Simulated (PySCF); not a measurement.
# Excited-state calculation, with input and output: CH₄ClFGeO

CH₄ClFGeO, SMILES [CH3][Ge]([OH])([F])[Cl], computed with TDDFT CAM-B3LYP/def2-SVPD, vertical, gas phase, core orbitals frozen in the response (PySCF 2.14.0).

The geometry comes from this level: PBE0-D3(BJ)/def2-SVP.

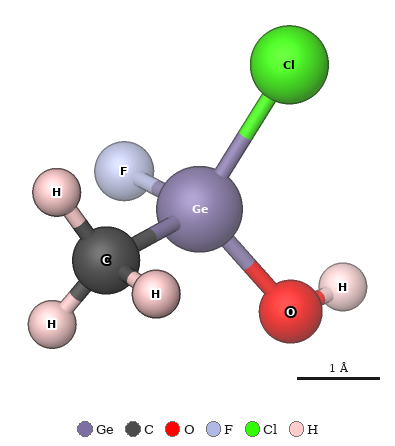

Figure 1. The input geometry (ball-and-stick view, seen at a tilt). Sticks mark near contacts. Bond lengths as drawn: Cl–Ge 2.15 Å, C–Ge 1.91 Å, C–H 1.10 Å, F–Ge 1.74 Å, Ge–O 1.75 Å and H–O 0.96 Å.

Results in brief:

- outcome: converged
- total energy: −2752.428719 hartree
- HOMO: −10.77 eV
- LUMO: 0.21 eV
- dipole moment: 1.86 D
- mean polarisability: 58.14 a.u.
- vertical ionisation energy: 11.84 eV
- lowest singlet excitation: 7.52 eV
- hardware: 1 CPU thread, shared host
- wall time: 2.7 min
- peak memory: 0.83 GiB

Spin–orbit coupling is left out, which matters for the heavy atoms.

Input:
```
{"job": {"kind": "uv", "xc": "CAM-B3LYP", "basis": "def2-SVPD", "nstates": 6, "ntriplets": 2, "ip": true}, "charge": 0, "multiplicity": 1}
Ge     0.431306    -0.402900     0.017169
C     -0.550444     1.230616    -0.153652
O     -0.649113    -1.782232     0.063955
F      1.501804    -0.629892    -1.329771
Cl     1.718509    -0.442733     1.737605
H     -1.311548     1.282233     0.636350
H      0.135391     2.082931    -0.060492
H     -1.038602     1.256813    -1.137697
H     -0.193154    -2.617838     0.218726
```

The first line tells a small driver script what to run in PySCF; the rest is the geometry in Å.

Command:
```bash
OMP_NUM_THREADS=1 python <driver script> task.json out
```

Output:
```
coarse grid: 39280 points
cycle   1  E = -2752.2635160735  dE = -2.541e-01  |g| = 9.663e-01  |ddm| = 3.669e+00
cycle   2  E = -2752.1399704280  dE =  1.235e-01  |g| = 1.339e+00  |ddm| = 2.265e+00
cycle   3  E = -2752.4270443728  dE = -2.871e-01  |g| = 8.642e-02  |ddm| = 1.190e+00
cycle   4  E = -2752.4285004316  dE = -1.456e-03  |g| = 3.688e-02  |ddm| = 1.523e-01
cycle   5  E = -2752.4287424518  dE = -2.420e-04  |g| = 6.572e-03  |ddm| = 3.850e-02
cycle   6  E = -2752.4287496172  dE = -7.165e-06  |g| = 2.958e-03  |ddm| = 1.033e-02
final grid: 80296 points
cycle   7  E = -2752.4287165964  dE =  8.053e-07  |g| = 3.921e-03  |ddm| = 5.935e-03
cycle   8  E = -2752.4287138401  dE =  2.756e-06  |g| = 5.645e-03  |ddm| = 7.011e-03
cycle   9  E = -2752.4287192163  dE = -5.376e-06  |g| = 2.156e-04  |ddm| = 4.096e-03
cycle  10  E = -2752.4287192251  dE = -8.841e-09  |g| = 2.565e-05  |ddm| = 2.584e-04
cycle  11  E = -2752.4287192255  dE = -3.879e-10  |g| = 2.158e-05  |ddm| = 8.097e-05
```

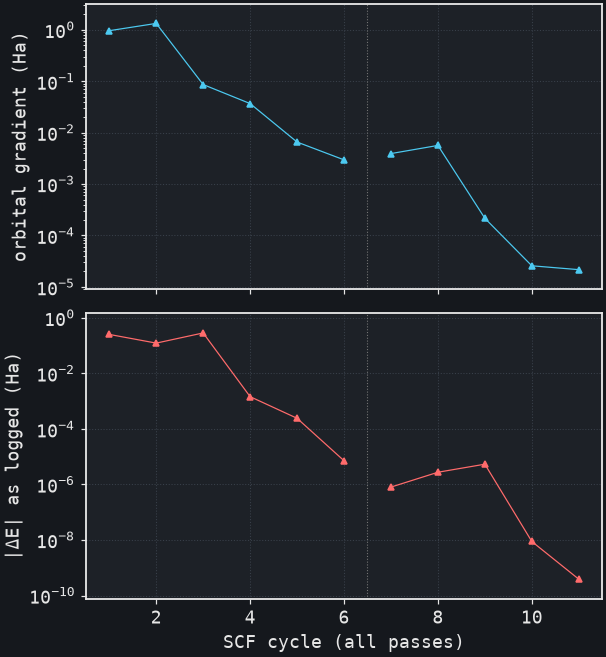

Figure 2. Convergence of the self-consistent field: orbital gradient and size of the energy change against the SCF cycle. The dotted line marks the change from a coarse to the final integration grid. The first 6 cycles use a coarse grid, the final grid takes over at cycle 7, and the field converges after 11 cycles in all.

```
converged SCF energy = -2752.4287192255

Static polarisability (au): isotropic 58.140, principal 51.110 57.409 65.901

Singlet excitations
state   eV       nm        f      main configurations
  1   7.5179    164.9   0.02982   H->L 0.53, H-1->L 0.26
  2   7.6225    162.7   0.06510   H-1->L 0.49, H->L 0.24
  3   8.0758    153.5   0.06715   H-2->L 0.56, H-3->L 0.16
  4   8.6883    142.7   0.17827   H-3->L 0.26, H-2->L 0.23, H->L+1 0.22
  5   8.7705    141.4   0.13273   H-3->L 0.37, H->L+1 0.20, H-4->L 0.17
  6   8.9748    138.1   0.04301   H-1->L+1 0.46, H-1->L 0.10, H-4->L 0.09

Triplet excitations (Tamm-Dancoff, eV): 6.9901 7.0693
Vertical ionisation energy (delta-SCF) = 11.8368 eV
```

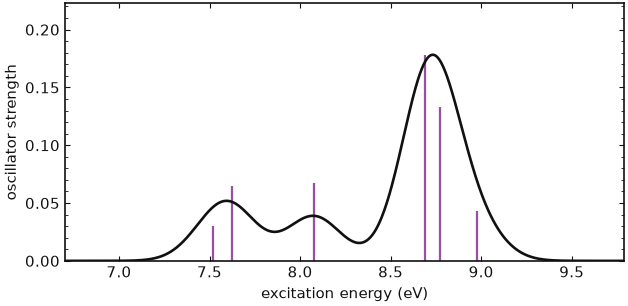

Figure 3. Computed excitations as sticks (degenerate states added up, dark ones marked on the axis), with a Gaussian envelope of 0.35 eV full width at half maximum, scaled to the tallest. Of the 6 states the lowest lies at 7.52 eV (f = 0.030); the strongest line is at 8.69 eV, or 143 nm (f = 0.178).

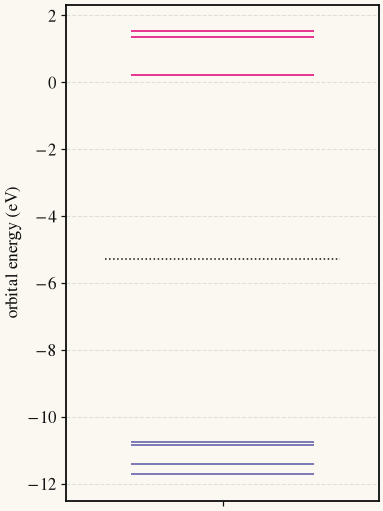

Figure 4. Orbital energies near the frontier; the dotted line parts filled from empty levels, and levels within 0.02 eV of each other stand side by side. Highest filled −10.77 eV, lowest empty 0.21 eV, 10.98 eV apart.
